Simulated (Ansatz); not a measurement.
# GaP₂H (triplet): one geometry, many settings at a displaced geometry (v2)

What do other methods and options give for GaP₂H (triplet) at this geometry, and how long do they take?

Computed with Ansatz 0.2.0, Gaussian basis. Level: the settings change from run to run.

22 further runs of the same task are left out: 6 for a known fault of the program, 4 that didn't finish, 12 set aside as unsound or not needed.

## 1. The geometry

The geometry is a PBE0/def2-TZVP stationary point (not a proven minimum) with its atoms shifted at random (size 0.100 Å). No spin-orbit coupling is included. The filled d shell of Ga may be among the frozen orbitals whatever the setting's name suggests; the logs give the count.

4 atoms, charge 0, spin multiplicity 3.

Atoms are counted from 1 here; the program's logs count them from 0.

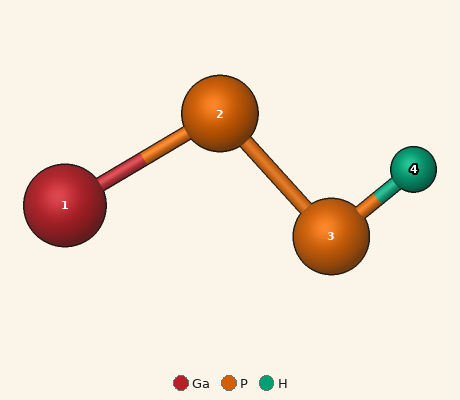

The geometry (gallium red, phosphorus orange, hydrogen teal); atoms are numbered from 1 in the order of the file.

## 2. HF/STO-3G

The input, in.yaml:

```yaml
crystal:
  periodic: [false, false, false]
  atoms:
    - {symbol: Ga, position_ang: [0.059132, -0.173279, 1.294332]}
    - {symbol: P, position_ang: [-0.105742, 0.983582, -0.697076]}
    - {symbol: P, position_ang: [-0.029122, -0.602386, -2.113168]}
    - {symbol: H, position_ang: [0.053987, 0.272304, -3.175660]}
basis:
  gaussian: {orbitals: STO-3G}
magnetization: {spin_polarized: false, initial_magnetization: 2}
hamiltonian: {xc: hf}
output: {forces: true, orbitals: {seedname: orbitals}}
```

Run with:

```
> ansatz run in.yaml --threads 1 --pin off --events-out ev --progress --plain --max-ram 2393MiB
```

Standard output (excerpt; [...] marks lines left out):

```text
Functional definition: HF
  name "HF"
  cite "Fock, Z. Phys. 61, 126 (1930) doi:10.1007/BF01340294"
  parent pbe
[...]
379 factors; integrals over basis functions are off by at most 4.4e-5 eV
[...]
mean field -70078.69070162 eV, -2575.3443822421 hartree, gradient 8.8e-9 eV, S^2 2.000000; 3 other end points of the search recorded, 0 dependent functions left out
[...]
reference -70078.69070162 eV, -2575.3443822421 hartree; 32, 30 occupied and 5, 7 virtual orbitals, 379 factors
Total energy: -70078.69070162 eV, -2575.3443822421 hartree
Atom 0 at     0.059132    -0.173279     1.294332 Å, force    -0.266475     1.789530    -3.247066 eV/Å
Atom 1 at    -0.105742     0.983582    -0.697076 Å, force     0.238551    -1.389211     3.558838 eV/Å
Atom 2 at    -0.029122    -0.602386    -2.113168 Å, force     0.012120    -0.561993     0.022157 eV/Å
Atom 3 at     0.053987     0.272304    -3.175660 Å, force     0.015804     0.161675    -0.333929 eV/Å
Dipole moment:    -0.020290     0.184561    -0.512873 e Å
```

It took 4.2 s on 1 thread of Arm Neoverse V2, shared host.

## 3. MP2 on ROHF/cc-pVDZ

in.yaml: that of step 2 with these lines changed.

```diff
@@ -8,5 +8,6 @@
 basis:
-  gaussian: {orbitals: STO-3G}
+  gaussian: {orbitals: cc-pVDZ}
 magnetization: {spin_polarized: false, initial_magnetization: 2}
-hamiltonian: {xc: hf}
-output: {forces: true, orbitals: {seedname: orbitals}}
+hamiltonian: {pseudopotentials: {relativity: scalar}}
+correlation: {method: mp2, electrons: outside_noble_gas}
+scf: {lower_state_search: off}
```

Same command.

Standard output (excerpt; [...] marks lines left out):

```text
Functional definition: HF
  name "HF"
  cite "Fock, Z. Phys. 61, 126 (1930) doi:10.1007/BF01340294"
  parent pbe
[...]
754 factors; integrals over basis functions are off by at most 1.1e-3 eV
[...]
mean field -71340.80718368 eV, -2621.7263074644 hartree, gradient 3.0e-6 eV, S^2 2.000000; 0 other end points of the search recorded, 0 dependent functions left out
24 core orbitals not correlated: weight in the atoms' cores, before any rotation towards them, 0.998 or more for the frozen orbitals, at most 0.001 for the correlated occupied ones
reference -71340.80718368 eV, -2621.7263074644 hartree; 8, 6 occupied and 36, 38 virtual orbitals, 754 factors
second order -7.01188088 eV of doubles, -0.14974966 eV of singles
Total energy: -71347.96881423 eV, -2621.9894925326 hartree
Relativity: scalar
Checks for a lower state left out: stability, starts, cluster_reference, orbital_swaps, neighbouring_geometries, increment
```

Wall time 1.3 s (1 thread of Arm Neoverse V2, shared host).

## 4. NEVPT2(2,4)/6-31G

in.yaml: that of step 3 with these lines changed.

```diff
@@ -8,6 +8,4 @@
 basis:
-  gaussian: {orbitals: cc-pVDZ}
+  gaussian: {orbitals: 6-31G}
 magnetization: {spin_polarized: false, initial_magnetization: 2}
-hamiltonian: {pseudopotentials: {relativity: scalar}}
-correlation: {method: mp2, electrons: outside_noble_gas}
-scf: {lower_state_search: off}
+correlation: {method: sc_nevpt2, electrons: outside_noble_gas, active_space: {window: {electrons: 2, orbitals: 4}, states: [{multiplicity: 3, weights: [0.5, 0.5]}]}}
```

The command is unchanged.

Standard output (excerpt; [...] marks lines left out):

```text
Functional definition: HF
  name "HF"
  cite "Fock, Z. Phys. 61, 126 (1930) doi:10.1007/BF01340294"
  parent pbe
[...]
1024 factors; integrals over basis functions are off by at most 1.5e-7 eV
[...]
mean field -70881.10842750 eV, -2604.8326897697 hartree, gradient 3.3e-6 eV, S^2 2.000000; 9 other end points of the search recorded, 0 dependent functions left out
reference -70881.10842750 eV, -2604.8326897697 hartree; 32, 30 occupied and 25, 27 virtual orbitals, 1024 factors
state -70880.44909388 eV, -2604.8084597061 hartree
state -70879.56421456 eV, -2604.7759409909 hartree
state -70880.44909388 eV, -2604.8084597061 hartree; corrected -70884.63358053 eV, -2604.9622367543 hartree
state -70879.56421456 eV, -2604.7759409909 hartree; corrected -70883.73802220 eV, -2604.9293255925 hartree
Total energy: -70884.18580137 eV, -2604.9457811734 hartree
```

Run time: 7.5 s. Hardware: 1 thread of Arm Neoverse V2, shared host.

From the report: 16 determinants; active occupations (of the averaged states) 1.00, 0.50, 0.50, 0.00.

## 5. CCSD on ROHF/6-31G

in.yaml: that of step 4 with these lines changed.

```diff
@@ -10,2 +10,3 @@
 magnetization: {spin_polarized: false, initial_magnetization: 2}
-correlation: {method: sc_nevpt2, electrons: outside_noble_gas, active_space: {window: {electrons: 2, orbitals: 4}, states: [{multiplicity: 3, weights: [0.5, 0.5]}]}}
+correlation: {method: ccsd, electrons: outside_noble_gas, diis_vectors: 12}
+output: {forces: true}
```

Same command.

Standard output (excerpt; [...] marks lines left out):

```text
Functional definition: HF
  name "HF"
  cite "Fock, Z. Phys. 61, 126 (1930) doi:10.1007/BF01340294"
  parent pbe
[...]
564 factors; integrals over basis functions are off by at most 2.3e-4 eV
[...]
mean field -70881.10794182 eV, -2604.8326719211 hartree, gradient 7.8e-6 eV, S^2 2.000000; 12 other end points of the search recorded, 0 dependent functions left out
[...]
determinant -70881.10794182 eV, -2604.8326719211 hartree, with singles and doubles -70885.46960371 eV, -2604.9929600394 hartree
determinant -70880.56427370 eV, -2604.8126924864 hartree, with singles and doubles -70884.30549916 eV, -2604.9501799860 hartree
determinant -70879.76331324 eV, -2604.7832577326 hartree, with singles and doubles -70884.34719133 eV, -2604.9517121451 hartree
determinant -70878.29867328 eV, -2604.7294332065 hartree, with singles and doubles -70882.84039616 eV, -2604.8963384441 hartree
24 core orbitals not correlated: weight in the atoms' cores, before any rotation towards them, 0.996 or more for the frozen orbitals, at most 0.002 for the correlated occupied ones
reference -70881.10794182 eV, -2604.8326719211 hartree; 8, 6 occupied and 25, 27 virtual orbitals, 564 factors
second order -3.37789553 eV of doubles, -0.08574334 eV of singles
cycle   1  -4.36214096 eV  change   -4.8e-4 eV  update   5.7e-3
[...]
cycle  17  -4.36940750 eV  change    5.3e-8 eV  update   1.9e-7
[...]
Total energy: -70885.47734931 eV, -2604.9932446850 hartree
Atom 0 at     0.059132    -0.173279     1.294332 Å, force     0.055310    -0.376576     0.966417 eV/Å
Atom 1 at    -0.105742     0.983582    -0.697076 Å, force    -0.141202     1.988317     0.971128 eV/Å
Atom 2 at    -0.029122    -0.602386    -2.113168 Å, force    -0.019360    -2.543448    -0.322853 eV/Å
Atom 3 at     0.053987     0.272304    -3.175660 Å, force     0.105252     0.931707    -1.614692 eV/Å
Dipole moment:     0.072017     0.010602     0.525249 e Å
```

It took 15 s on 1 thread of Arm Neoverse V2, shared host.

From the report: correlation -4.3694 eV; T1 0.052; largest double amplitude 0.07.

## 6. HF/cc-pVDZ

The input, in.yaml:

```yaml
crystal:
  periodic: [false, false, false]
  atoms:
    - {symbol: Ga, position_ang: [0.059132, -0.173279, 1.294332]}
    - {symbol: P, position_ang: [-0.105742, 0.983582, -0.697076]}
    - {symbol: P, position_ang: [-0.029122, -0.602386, -2.113168]}
    - {symbol: H, position_ang: [0.053987, 0.272304, -3.175660]}
basis:
  gaussian: {orbitals: cc-pVDZ}
magnetization: {spin_polarized: true, initial_magnetization: 2}
hamiltonian: {xc: hf}
output: {forces: true, orbitals: {seedname: orbitals}}
```

Launched as before.

Standard output (excerpt; [...] marks lines left out):

```text
Functional definition: HF
  name "HF"
  cite "Fock, Z. Phys. 61, 126 (1930) doi:10.1007/BF01340294"
  parent pbe
[...]
753 factors; integrals over basis functions are off by at most 1.1e-3 eV
[...]
mean field -70892.22537560 eV, -2605.2412300770 hartree, gradient 1.6e-5 eV, S^2 2.071365; 4 other end points of the search recorded, 0 dependent functions left out
[...]
reference -70892.22537560 eV, -2605.2412300770 hartree; 32, 30 occupied and 36, 38 virtual orbitals, 753 factors
Total energy: -70892.22537560 eV, -2605.2412300770 hartree
Atom 0 at     0.059132    -0.173279     1.294332 Å, force     0.060314    -0.185269     0.438479 eV/Å
Atom 1 at    -0.105742     0.983582    -0.697076 Å, force    -0.091388     0.659733     0.162133 eV/Å
Atom 2 at    -0.029122    -0.602386    -2.113168 Å, force    -0.084968    -1.068177     0.283326 eV/Å
Atom 3 at     0.053987     0.272304    -3.175660 Å, force     0.116042     0.593714    -0.883939 eV/Å
Dipole moment:     0.088186    -0.033233     0.514031 e Å
```

Run time: 8.5 s. Hardware: 1 thread of Arm Neoverse V2, shared host.

From the report: ⟨S²⟩ of the determinant 2.071 (pure triplet: 2.00).

## 7. The runs in one table

Where basis and cores are those of an earlier RCCSDT(Q)/cc-pVDZ run (-70900.6434 eV), and the state is the same kind, the miss against it is given.

| level | correlated | functions | energy (eV) | from RCCSDT(Q) (meV) | time |
| --- | --- | --- | --- | --- | --- |
| HF/STO-3G |  | 37 | -70078.6907 |  | 4.2 s |
| MP2 on ROHF/cc-pVDZ (relativity set) | outside noble gas | 68 | -71347.9688 |  | 1.3 s |
| NEVPT2(2,4)/6-31G (mean of several states) | outside noble gas | 57 | -70884.1858 |  | 7.5 s |
| CCSD on ROHF/6-31G | outside noble gas | 57 | -70885.4773 |  | 15 s |
| HF/cc-pVDZ |  | 68 | -70892.2254 | 8418.1 | 8.5 s |

## 8. Summary of results

```
quantity                                        value
    runs                                            5
quickest  MP2 on ROHF/cc-pVDZ (relativity set), 1.3 s
 slowest                     CCSD on ROHF/6-31G, 15 s
```

In words: Total energies in different bases, with other cores or another treatment of relativity can't be set against each other. CCSD on ROHF/6-31G took 12 times as long as MP2 on ROHF/cc-pVDZ (relativity set); the jobs differ in more than the method. Hartree-Fock, CASSCF and CASCI lack dynamic correlation by design.
